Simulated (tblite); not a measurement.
# Molecular dynamics of C2H7BCl2S (part 2 of 2)

C2H7BCl2S; GFN2-xTB Langevin dynamics, gas phase (tblite 0.8.0). 

Geometry of the input (Å):
```
C  -0.5425  -1.5565  0.4067
S  -0.0234  0.0973  0.9521
C  -1.1378  1.1027  -0.0651
B  1.7194  0.3735  -0.1341
Cl 1.3394  -0.1525  -1.8236
Cl 2.0240  2.1482  0.0093
H  0.0416  -2.2797  0.9661
H  -1.5974  -1.6794  0.6278
H  -0.3444  -1.6530  -0.6577
H  -0.8432  2.1382  0.0772
H  -2.1572  0.9477  0.2723
H  -1.0141  0.8190  -1.1068
H  2.5179  -0.3035  0.4050
```

### Trajectory as extended XYZ, continued
```
13
Properties=species:S:1:pos:R:3:forces:R:3 step=4550 time_fs=6825.0 energy=-584.45717 temperature=389.2
C    -1.1179    1.3017    1.9039    0.5600   0.4540  -0.5730
S     0.3751    1.5522    0.7883   -1.5320  -1.1180  -0.8640
C     0.4323   -0.1359   -0.0166   -0.3890   0.4420  -0.5820
B     1.9447    1.5265    1.9185    0.5010  -1.5020  -0.0580
Cl    1.6235    0.3892    3.3007    0.0500  -0.0350   0.0980
Cl    3.3997    0.9906    0.9027   -0.2730  -0.1340  -0.0820
H    -1.3871    2.2837    2.3022   -0.0190  -0.2080  -0.3230
H    -1.9248    0.8536    1.3116    0.4140   0.2480   0.2720
H    -0.7771    0.6946    2.7226    0.0020  -0.4240   0.2060
H     1.4264   -0.2062   -0.4348    0.5930  -0.3030   0.7340
H    -0.1335   -0.1230   -0.9628   -0.5510   0.1250   0.7470
H     0.1154   -0.9488    0.6625    0.4440   0.6970  -0.4160
H     2.0892    2.6032    2.1707    0.2000   1.7580   0.8410
13
Properties=species:S:1:pos:R:3:forces:R:3 step=4900 time_fs=7350.0 energy=-584.15341 temperature=264.5
C    -0.9200    1.0657    2.2813   -1.0450   0.4560  -0.8410
S     0.1568    0.6113    0.8198   -0.1210   0.2810   1.2410
C     0.0498   -1.1535    1.0086   -0.1030  -1.8520   0.4610
B     2.0021    0.6340    1.6539    0.5190   0.6750   0.8290
Cl    1.8012   -0.3300    3.2100    0.0730   0.1560   0.2480
Cl    3.3312   -0.0334    0.6949    0.0260  -0.6370  -0.7880
H    -1.5416    1.8899    1.9007    0.4790   0.1680   0.2140
H    -1.6652    0.2677    2.3684    0.5810  -0.1070   0.2910
H    -0.4676    1.3516    3.2410    0.2030  -0.4420  -0.7580
H     0.9886   -1.5657    0.6434    0.3580   0.0370   0.2460
H    -0.6510   -1.5652    0.2673   -0.4200   0.1940   0.7870
H    -0.0680   -1.4921    2.1239   -0.0620   0.6930  -2.2180
H     2.3031    1.7531    1.8445   -0.4890   0.3780   0.2870
13
Properties=species:S:1:pos:R:3:forces:R:3 step=5250 time_fs=7875.0 energy=-584.30472 temperature=339.0
C    -1.3049    0.8009    2.3968    0.9420  -1.9710  -0.0040
S    -0.4329   -0.2426    1.0987    0.3750   0.1350   1.0260
C     0.2616   -1.5813    2.1462   -0.4440   1.6000   1.6380
B     1.3967    1.0859    0.9875    0.5490  -0.1590   0.3410
Cl    2.4087    0.8160    2.5347   -0.6670  -0.0180  -0.6500
Cl    2.3962    0.6651   -0.4789   -0.7980   0.2140   0.6390
H    -1.3577    1.7360    1.9127   -0.7580   0.8440  -0.1330
H    -2.2016    0.2398    2.6812    0.0620   0.6790  -0.3610
H    -0.6358    0.8435    3.2505    0.0640   0.1240   0.0020
H     0.3654   -2.3966    1.5468    0.5720  -2.0870  -1.9180
H    -0.3974   -1.9351    2.9556    0.0570   0.7690  -0.2180
H     1.2294   -1.2406    2.5306   -0.3030  -0.0700   0.0540
H     0.7706    2.0843    1.0764    0.3490  -0.0590  -0.4170
13
Properties=species:S:1:pos:R:3:forces:R:3 step=5600 time_fs=8400.0 energy=-584.42922 temperature=220.5
C    -0.5487    1.3518    2.0024    0.5270  -0.9790  -1.1830
S    -0.8287    0.5709    0.3107    0.4320   0.1860   1.7780
C    -0.4121   -1.1458    0.7512    0.1100   0.5970   0.0870
B     0.9482    1.2189   -0.5291   -0.9670   1.1400  -1.1740
Cl    2.3510    1.3314    0.5794   -0.4120  -0.1550  -0.0960
Cl    1.0562   -0.0102   -1.8704    0.3590  -0.0430  -0.0220
H    -0.5366    2.3622    1.7233   -0.4060   1.4290   0.1720
H    -1.2483    1.0468    2.7339   -0.9930  -0.0550   0.2510
H     0.4314    1.1251    2.3880    0.4650  -0.3360  -0.2460
H    -0.1286   -1.5867   -0.1771    0.4310  -0.4370  -0.5860
H    -1.3001   -1.6472    1.0977   -0.0510  -0.0380   0.4650
H     0.4302   -1.0879    1.4458   -0.3730  -0.3420  -0.1100
H     0.4868    2.2997   -1.0095    0.8790  -0.9670   0.6640
13
Properties=species:S:1:pos:R:3:forces:R:3 step=5950 time_fs=8925.0 energy=-584.53545 temperature=298.1
C    -0.5941    1.8461    1.8838   -1.5160   1.5590   0.6700
S    -1.1296    0.9171    0.4557    0.0630   0.3070  -0.7120
C    -0.5343   -0.7098    0.9035   -1.6870  -1.0450   1.2030
B     0.4559    1.3424   -0.8983    0.1940   0.4250   0.2970
Cl    1.9436    0.9969    0.1712   -0.1580   0.0010  -0.5840
Cl    0.2212    0.3266   -2.3697    0.1020   0.1000   0.5290
H    -0.7769    2.9305    1.7657    0.0480  -0.4590  -0.5270
H    -1.1969    1.6099    2.7534   -0.1930  -0.5130   0.0470
H     0.4127    1.7391    2.1252    1.6810  -0.4860   0.0620
H    -1.0011   -1.4072    0.1554    0.6290   0.5110   0.9450
H    -0.8658   -0.9273    1.9829    0.1880   0.0930  -1.6590
H     0.5280   -0.6981    0.8962    0.7640  -0.2200  -0.2290
H     0.3752    2.5146   -1.0783   -0.1160  -0.2730  -0.0420
13
Properties=species:S:1:pos:R:3:forces:R:3 step=6300 time_fs=9450.0 energy=-584.41357 temperature=222.7
C     0.3225    1.2792    1.4071   -1.1140  -0.0750   0.4020
S    -0.1483   -0.1114    0.3757    0.6150   0.0370  -0.6300
C     1.3719   -1.1058    0.3799   -0.8920  -0.5150  -1.2110
B     0.0697    0.8841   -1.4241    0.0100   0.3410   0.3000
Cl    1.8556    1.4634   -1.6530   -0.8340  -0.6340   0.1320
Cl   -0.6022   -0.3943   -2.5252    0.3260   0.4960  -0.1830
H    -0.5145    1.9770    1.2954    0.3930   0.1070   0.0730
H     0.2302    0.8072    2.3654    0.4940   0.4260   0.8770
H     1.2691    1.7334    1.1800    0.1900  -0.0800  -0.1270
H     1.0238   -2.0062   -0.1486    0.4470   0.3070  -0.3620
H     1.6539   -1.4802    1.3227    0.3050   0.2110   1.2680
H     2.1422   -0.5533   -0.1484    0.0410  -0.1690   0.0320
H    -0.5890    1.8522   -1.1546    0.0200  -0.4530  -0.5720
13
Properties=species:S:1:pos:R:3:forces:R:3 step=6650 time_fs=9975.0 energy=-584.24109 temperature=227.4
C     1.0722    0.0604    1.5067    0.2770  -2.8170   2.2590
S    -0.2344   -0.6125    0.4394    0.3270   0.4160  -0.0660
C     0.5804   -2.1226   -0.1532    1.0350   0.0330  -0.7570
B     0.0577    0.8120   -1.3272    0.1550   0.4820   0.2840
Cl    1.6235    1.7359   -1.0994   -0.2550  -0.7110  -0.1370
Cl   -0.2581   -0.1019   -2.7632    0.5240  -0.6230  -0.3690
H     1.1176    1.0808    1.4884   -0.0520   2.4390  -0.4650
H     0.8816   -0.2170    2.6048   -0.1370   0.1450  -1.4110
H     2.0586   -0.3672    1.3026   -0.3170   0.1410  -0.4220
H    -0.1339   -2.9631   -0.1838    0.3870   0.6460  -0.2420
H     1.4200   -2.3749    0.5154   -0.5260   0.0620  -0.1760
H     1.0317   -1.8356   -1.1535   -0.7500  -0.7740   0.9010
H    -0.8371    1.5028   -1.1368   -0.6680   0.5600   0.6020
13
Properties=species:S:1:pos:R:3:forces:R:3 step=7000 time_fs=10500.0 energy=-584.25416 temperature=494.7
C     0.8244   -0.4536    1.0926   -1.3100   0.0790   1.6750
S    -0.1092   -1.0520   -0.3428   -0.6440   1.1030   0.2660
C     0.2308   -2.7564   -0.1615    1.4880  -2.6670   0.1110
B     0.8746   -0.4978   -2.2559   -0.8810   0.8750  -0.1020
Cl    2.2623    0.4674   -1.7884    0.3490   0.4640   0.2710
Cl    1.3331   -1.9852   -2.9965    0.0090  -0.7540  -0.4580
H     0.3669    0.4847    1.5233    0.9900  -0.4650  -1.2300
H     0.5696   -1.1392    1.9288    0.3550  -0.0720  -0.5790
H     1.8758   -0.4998    0.8838    0.2680   0.5770   0.0110
H     0.6097   -3.0850    0.8598   -0.5760   0.7100  -1.2140
H     0.9708   -3.1265   -0.9325   -0.3700   0.6140   0.7270
H    -0.6540   -3.3281   -0.4073   -0.4040   0.0270   0.2030
H    -0.0721    0.1150   -2.7391    0.7260  -0.4920   0.3180
13
Properties=species:S:1:pos:R:3:forces:R:3 step=7350 time_fs=11025.0 energy=-584.28234 temperature=245.1
C     0.8891   -0.8053    1.1603   -0.8210  -0.1280  -0.3840
S     0.3546   -0.8314   -0.6021   -0.9270  -0.1960   0.1890
C     0.1520   -2.6549   -0.8297    1.8020   0.3020  -1.2760
B     2.0203   -0.3464   -1.8936   -0.9570   0.3860  -1.0060
Cl    3.3626    0.0883   -0.9515    1.0680   0.0790   0.9970
Cl    2.1350   -1.7447   -2.9592    0.3440  -0.8300  -0.3010
H     1.6668   -0.0961    1.3099    0.2970   0.8990  -0.0760
H    -0.0017   -0.6180    1.7759    0.4760  -0.0100  -0.2500
H     1.3277   -1.7474    1.3723    0.1330  -0.9470   0.2880
H    -0.5908   -3.1471   -0.2882   -1.1230  -0.0560   1.3660
H     1.1634   -2.9920   -0.5226   -0.7070  -0.3760  -0.5600
H    -0.0977   -2.9179   -1.8887    0.7220   0.6390   0.7100
H     1.5884    0.5462   -2.5413   -0.3090   0.2380   0.3030
13
Properties=species:S:1:pos:R:3:forces:R:3 step=7700 time_fs=11550.0 energy=-584.32200 temperature=410.6
C     1.5533   -1.3202   -0.0811    2.0970  -0.5270  -1.2310
S     0.5771   -0.4115   -1.3032    0.6190  -0.1930   0.6280
C    -0.4102   -1.6610   -2.1057    0.2610  -0.7550  -1.6680
B     2.3332    0.1592   -2.7101   -0.3860   0.2800  -0.2300
Cl    3.7450   -0.0057   -1.7003    0.2680   0.2480   0.2310
Cl    2.3183   -1.0455   -4.0036   -0.3070  -0.0230  -0.0900
H     2.3018   -2.0734   -0.4973   -0.8810   1.1170  -0.1320
H     2.1318   -0.5499    0.4033    0.1420   0.1410   0.2870
H     1.0214   -1.8801    0.6115   -1.5030  -0.5330   1.1250
H    -1.0955   -2.2174   -1.4805    0.5080  -0.2280   0.4380
H     0.1726   -2.3121   -2.8543   -0.6700   0.8690   1.3040
H    -1.0527   -1.0096   -2.6706   -0.4080   0.1140  -0.7280
H     1.9209    1.2587   -2.9575    0.2590  -0.5110   0.0680
13
Properties=species:S:1:pos:R:3:forces:R:3 step=8050 time_fs=12075.0 energy=-584.52265 temperature=255.3
C     2.9932   -1.4390   -0.6571    0.1680  -0.3240  -0.4230
S     1.7267   -0.2797   -1.1684   -0.3970   0.4120   0.0990
C     0.4449   -1.4286   -1.7355   -0.4370   0.5810  -0.0590
B     2.6824    0.2620   -2.9459    0.9980  -1.4910   0.4890
Cl    4.3885    0.4409   -2.3633    0.3460   0.6710  -0.3150
Cl    2.6210   -1.1561   -4.0796   -0.2570  -0.1250   0.0050
H     3.9243   -0.8807   -0.5744   -0.1290  -0.2000   0.2730
H     2.7739   -2.0329    0.2102   -0.3190   0.1790   0.4560
H     3.0326   -2.0834   -1.5176    0.4830  -0.5520  -0.2740
H     0.4231   -2.3160   -1.1523   -0.0230  -0.4480   0.7410
H     0.5659   -1.7171   -2.7520    0.5360  -0.0960  -0.9080
H    -0.4921   -0.8903   -1.6880   -0.2040   0.0420   0.2930
H     2.2086    1.1819   -3.3680   -0.7640   1.3510  -0.3770
13
Properties=species:S:1:pos:R:3:forces:R:3 step=8400 time_fs=12600.0 energy=-584.51562 temperature=325.9
C     1.1700   -1.7154   -0.7033   -0.9890   0.3300   0.5840
S     0.5006   -0.3346   -1.6345   -0.0560   0.5010  -0.2150
C    -0.7940   -1.1455   -2.5996    0.2620  -0.1810  -2.1070
B     2.0100   -0.1146   -2.9772   -0.1740  -0.2540  -1.1440
Cl    3.4359    0.5490   -2.1976    0.1670   0.1940   0.4170
Cl    2.4236   -1.8553   -3.6626   -0.4310   0.5590   0.2430
H     1.7262   -1.2248    0.1031    0.2310  -0.7050  -0.3870
H     0.3304   -2.2885   -0.3277   -0.1540   0.0950   0.4830
H     1.6308   -2.3433   -1.4267    1.1650  -0.3480  -0.1890
H    -1.6975   -1.2001   -2.0215   -0.2620   0.1690   0.0840
H    -0.5163   -2.1562   -2.9587    0.1560   0.5050   0.4960
H    -0.9196   -0.5567   -3.5672   -0.0830  -0.4610   1.4060
H     1.5404    0.5997   -3.8282    0.1680  -0.4040   0.3290
```

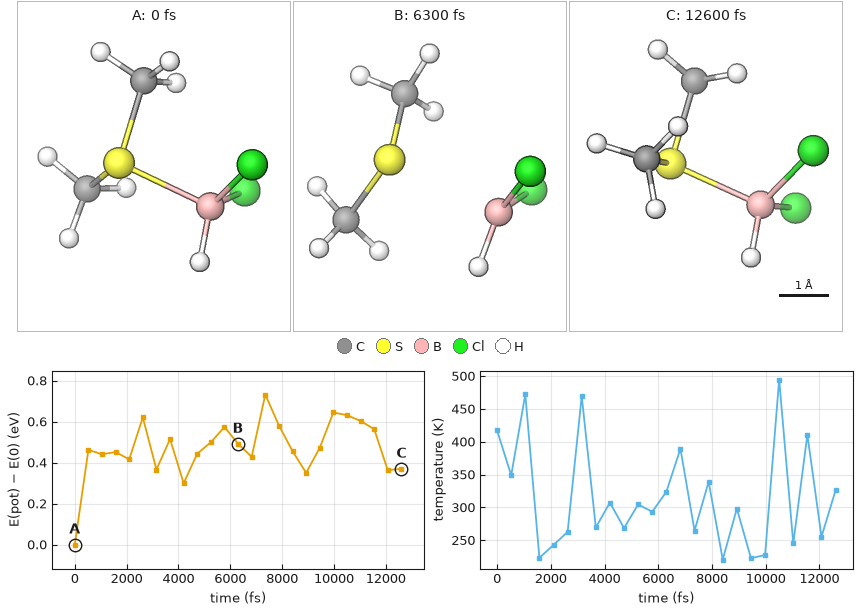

Frames of the molecular dynamics (ball-and-stick, seen at a tilt) above the curves, on which the letters mark them. The trajectory kept here has 25 frames over 12600 fs. The temperature starts at 417 K, ranges from 220 to 495 K and averages 309 K over the second half. The potential energy ends 0.370 eV above its first value. After an unweighted best fit of the last frame on the first, the root-mean-square displacement is 1.48 Å, and Cl6 has moved furthest (3.07 Å).

### Results in brief

| quantity | value |
| --- | --- |
| outcome | finished |
| mean temperature over the second half | 309 K |
| trajectory | 25 frames kept, 12600 fs |
| wall time | 87 s |
| peak memory | 0.41 GiB |
